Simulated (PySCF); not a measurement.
Consider C2H8NOSi (doublet).

| atom | x (Å) | y (Å) | z (Å) |
| --- | --- | --- | --- |
| C | 0.7486 | -1.1399 | 0.4881 |
| N | 0.0667 | 0.0095 | 0.0124 |
| C | 0.7068 | 1.2489 | 0.2479 |
| Si | -1.5259 | -0.0167 | -0.7947 |
| O | -2.0648 | 1.3480 | -1.1858 |
| H | 0.9226 | -1.0731 | 1.5692 |
| H | 1.7316 | -1.2360 | 0.0108 |
| H | 0.1623 | -2.0312 | 0.2761 |
| H | 0.1579 | 2.0274 | -0.2739 |
| H | 0.7188 | 1.4842 | 1.3201 |
| H | 1.7486 | 1.2305 | -0.0918 |
| H | -2.2192 | -0.8339 | 0.2300 |
| H | -1.1583 | -1.0174 | -1.8261 |

Geometry: GFN2-xTB.

Theory: PySCF, UKS B3LYP, pcH-1 on C H N O Si, non-relativistic, mean-field spin-orbit, GIAO.

### What can the converged electron density, electron localisation function and spin density tell about the bonding?

C–N (1.41 Å): ρ at the midpoint is about 2.1 e/Å³; the ELF peaks at about 0.95 between the atoms, as expected for a covalent bond.
Si–O (1.52 Å): ρ is about 1.5 e/Å³ halfway; the ELF peaks at about 0.85 between the atoms; a polar covalent bond.
Si–N (1.79 Å): ρ is about 0.95 e/Å³ halfway; the ELF peaks at about 0.95 between the atoms: a shared but strongly polarised pair.
C–H (1.09 Å): ρ at the midpoint is about 2.1 e/Å³; the ELF climbs to about 1 towards the hydrogen, as it does in any bond to H (a covalent bond by its length).
The unpaired spin (1 electron) lies mostly on N2 (about 0.5), O5 (about 0.1), H12 (about 0.1) and H13 (about 0.1), in electrons by Hirshfeld's partition.

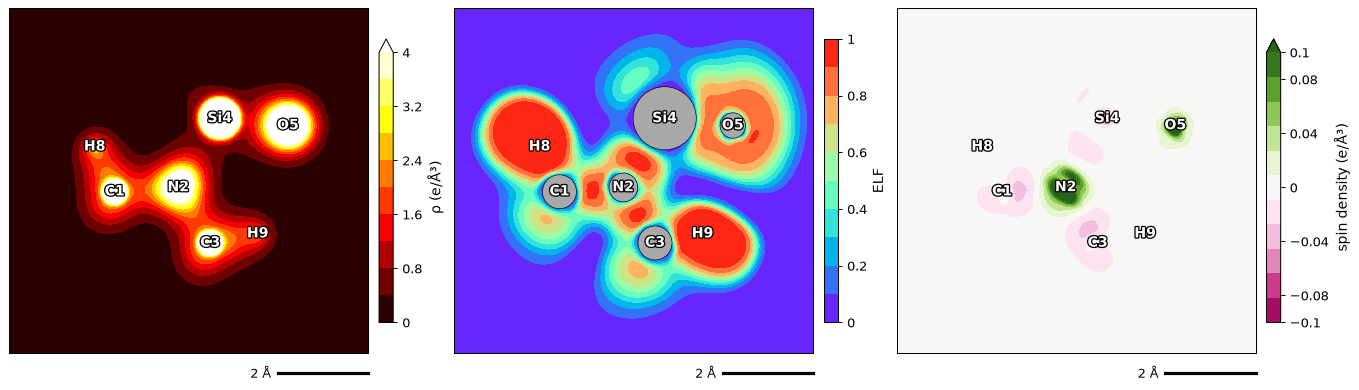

Computed electron density, electron localisation function and spin density on the plane of atoms C1, N2 and C3, in this order. Grey discs cover the atomic cores in the ELF map. 
